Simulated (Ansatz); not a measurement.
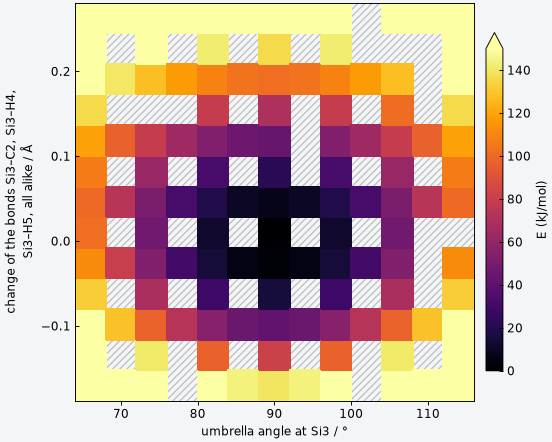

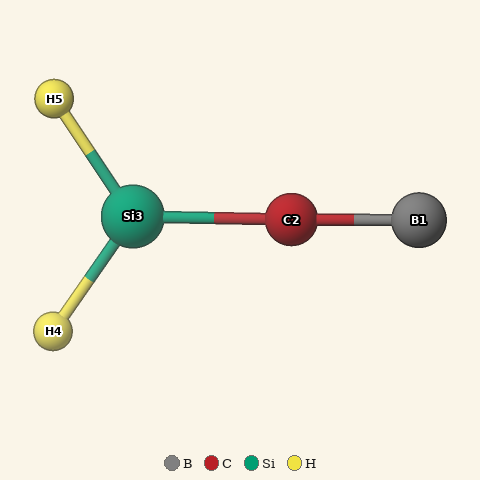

Energy landscape of CH2BSi, SMILES [B]=C=[SiH2], spin multiplicity 2. Coordinates scanned: (1) umbrella angle at Si3 (between each of its bonds and their common axis; 90 is planar); (2) change of the bonds Si3–C2, Si3–H4, Si3–H5, all alike. Nothing is relaxed (all other coordinates rigid). The scan uses a 13 × 13 grid; 110 points were computed and 14 follow by symmetry. At 45 points there is no value. Points are written as (first, second). All energies are given in kJ/mol relative to the lowest grid point. In part of the range the unrestricted reference is strongly spin-contaminated. These are results of UKS PBE0-D4/def2-TZVP in Ansatz, not measurements.

Drawn: one coloured cell a grid point, one colour for all values above the top of the scale, hatched blanks where no value was computed. The second picture is the structure at the lowest point.

What does the map say about the system?

Answer. The lowest grid point is at (90°, 0.010 Å). The highest grid point, (66°, −0.170 Å), lies 277 kJ/mol above the lowest.

The input of one point:

```yaml
crystal:
  periodic: [false, false, false]
  atoms:
    - { symbol: B, position_ang: [-1.497579, -0.619372, 1.815309] }
    - { symbol: C, position_ang: [-0.667449, -0.28272, 0.799539] }
    - { symbol: Si, position_ang: [0.373382, 0.154222, -0.452182] }
    - { symbol: H, position_ang: [0.543519, -0.621012, -1.71541] }
    - { symbol: H, position_ang: [1.243581, 1.366004, -0.440314] }
magnetization:
  spin_polarized: true
  initial_magnetization: 1
basis:
  gaussian: { orbitals: def2-TZVP }
hamiltonian:
  xc: pbe0
  dispersion: d4
output:
  forces: true
```

Time for the 110 points that were run: 19 min on 1 thread of Arm Neoverse V1 (shared host).
